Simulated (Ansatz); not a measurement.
# BHLYP/def2-SVP run of CH5BOSi (SMILES B[SiH2]C=O)

Aim: the vertical singlet–triplet gap of CH5BOSi at BHLYP/def2-SVP, from 2 runs. 

Program for the calculation: Ansatz 0.2.0.

123 further runs of the same task are left out: 123 set aside as unsound or not needed.

## (1) The system as given

CH5BOSi has 9 atoms, charge 0, and is taken as a singlet. As SMILES, `B[SiH2]C=O`. The coordinates come from a PBE0-D4/def2-TZVP relaxation. This is one conformer, not always the lowest.

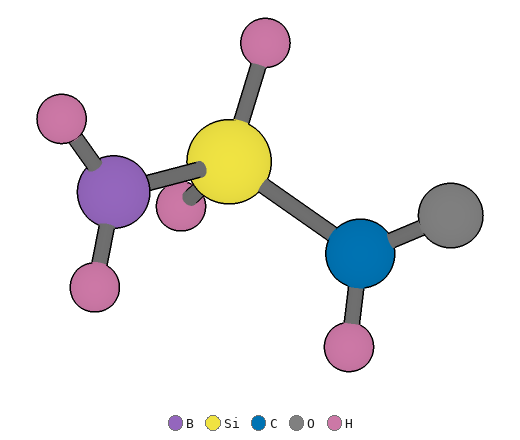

Viewed from a chosen angle; boron purple, silicon yellow, carbon blue, oxygen grey, hydrogen pink.

## (2) A single-point energy at BHLYP/def2-SVP

Contents of input.yaml:

```yaml
basis:
  gaussian:
    orbitals: def2-SVP
crystal:
  periodic: [false, false, false]
  atoms:
    - {symbol: B, position_ang: [-0.950100, 0.850000, -1.073100]}
    - {symbol: Si, position_ang: [0.610800, -0.206000, -0.386500]}
    - {symbol: C, position_ang: [0.330600, -0.553700, 1.494500]}
    - {symbol: O, position_ang: [1.022800, -0.098400, 2.365800]}
    - {symbol: H, position_ang: [-2.057600, 0.518200, -0.767000]}
    - {symbol: H, position_ang: [-0.828800, 1.799400, -1.786900]}
    - {symbol: H, position_ang: [1.958100, 0.387600, -0.570700]}
    - {symbol: H, position_ang: [0.542000, -1.540900, -1.055900]}
    - {symbol: H, position_ang: [-0.539200, -1.202400, 1.762900]}
accuracy: high
output: {orbitals: {seedname: orbitals}}
hamiltonian:
  xc: {name: BHLYP}
```

On the command line:

```console
$ ansatz run input.yaml --threads 1 --pin off --max-ram 3480MiB --events-out events.jsonl --progress --plain --runs-dir runs
```

Standard output:

```text
Warning: RAYON_NUM_THREADS=1 ignored (pool sized by the plan → 1); use --threads N
Functional definition: BHLYP
  name "BHLYP"
  parameter a = 0.5
  exchange = (1 - a)*b88_x + a*exact_x
  correlation = lyp_c
1931 factors; integrals over basis functions are off by at most 3.7e-9 eV
mean field evaluation 1: about -11706.9650 eV, gradient 3.4e1 eV
mean field evaluation 2: about -11704.8464 eV, gradient 5.0e1 eV
mean field evaluation 4: about -11709.4064 eV, gradient 1.7e0 eV
mean field evaluation 8: about -11709.8104 eV, gradient 1.4e-1 eV
mean field evaluation 16: about -11709.8105 eV, gradient 1.5e-4 eV
mean field -11709.81051008 eV, -430.3275990509 hartree, gradient 3.2e-8 eV, S^2 0.000000; 0 other end points of the search recorded, 0 dependent functions left out
reference -11709.81053884 eV, -430.3276001077 hartree; 19, 19 occupied and 66, 66 virtual orbitals, 1931 factors
Total energy: -11709.81053884 eV, -430.3276001077 hartree
```

Wall time 9 s (1 thread of Arm Neoverse V2, shared host); peak memory 0.27 GiB.

## (3) The triplet at the same level

Contents of job.yaml:

```yaml
crystal:
  periodic: [false, false, false]
  atoms:
    - {symbol: B, position_ang: [-0.950100, 0.850000, -1.073100]}
    - {symbol: Si, position_ang: [0.610800, -0.206000, -0.386500]}
    - {symbol: C, position_ang: [0.330600, -0.553700, 1.494500]}
    - {symbol: O, position_ang: [1.022800, -0.098400, 2.365800]}
    - {symbol: H, position_ang: [-2.057600, 0.518200, -0.767000]}
    - {symbol: H, position_ang: [-0.828800, 1.799400, -1.786900]}
    - {symbol: H, position_ang: [1.958100, 0.387600, -0.570700]}
    - {symbol: H, position_ang: [0.542000, -1.540900, -1.055900]}
    - {symbol: H, position_ang: [-0.539200, -1.202400, 1.762900]}
basis:
  gaussian:
    orbitals: def2-SVP
total_charge: 0
magnetization:
  spin_polarized: true
  initial_magnetization: 2
hamiltonian:
  xc: {name: BHLYP}
accuracy: high
output: {orbitals: {seedname: orbitals}}
```

On the command line:

```console
$ ansatz run job.yaml --threads 1 --pin off --max-ram 3480MiB --events-out events.jsonl --progress --plain --runs-dir runs
```

Standard output:

```text
Warning: RAYON_NUM_THREADS=1 ignored (pool sized by the plan → 1); use --threads N
Functional definition: BHLYP
  name "BHLYP"
  parameter a = 0.5
  exchange = (1 - a)*b88_x + a*exact_x
  correlation = lyp_c
1932 factors; integrals over basis functions are off by at most 3.7e-9 eV
mean field evaluation 1: about -11704.8502 eV, gradient 1.9e1 eV
mean field evaluation 2: about -11705.1230 eV, gradient 2.2e1 eV
mean field evaluation 4: about -11707.1042 eV, gradient 2.1e0 eV
mean field evaluation 8: about -11707.3205 eV, gradient 4.0e-1 eV
mean field evaluation 16: about -11707.3312 eV, gradient 5.2e-3 eV
mean field evaluation 32: about -11707.3312 eV, gradient 2.7e-7 eV
mean field -11707.33120663 eV, -430.2364863297 hartree, gradient 6.2e-8 eV, S^2 2.018029; 0 other end points of the search recorded, 0 dependent functions left out
reference -11707.33123459 eV, -430.2364873571 hartree; 20, 18 occupied and 65, 67 virtual orbitals, 1932 factors
Total energy: -11707.33123459 eV, -430.2364873571 hartree
```

It took 16 s on 1 thread of Arm Neoverse V2, shared host; peak memory 0.38 GiB.

## (4) What came out

Level: BHLYP/def2-SVP.

```
                                        quantity          value
                           singlet: total energy  -430.32760 Eh
                            singlet: HOMO energy       -8.27 eV
                            singlet: LUMO energy       -1.69 eV
                          singlet: HOMO–LUMO gap        6.58 eV
                           triplet: total energy  -430.23649 Eh
     triplet: HOMO energy (highest over α and β)       -5.56 eV
      triplet: LUMO energy (lowest over α and β)       -2.59 eV
                                   triplet: ⟨S²⟩          2.018
vertical energy of the triplet above the singlet       2.479 eV
```

In words: At this shape the triplet lies 2.48 eV (57 kcal/mol) above the singlet.
